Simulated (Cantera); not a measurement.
Input: 1 mol HBr, 1.3 mol O2, 1.5 mol N2, at 1.00 bar.

Method: chemical equilibrium by Gibbs-energy minimisation in Cantera with the NASA 1993 tables (ideal gas, pure condensed phases). Candidate condensed phases: Br2, H2O; 27 gas species. Kinetics and transport are ignored.

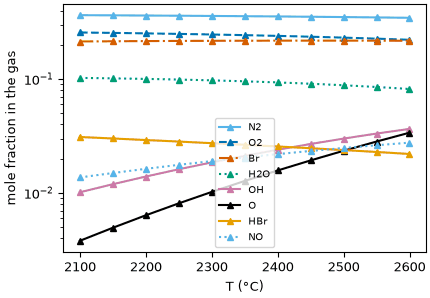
*Equilibrium gas composition (values under 1e-9 drawn at 1e-9)*

Q: Read off the mole fractions at 2300 °C.

A: N2 about 0.36, O2 about 0.25, Br about 0.22, H2O about 0.098, HBr about 0.027, NO about 0.019, OH about 0.019, O about 0.010.
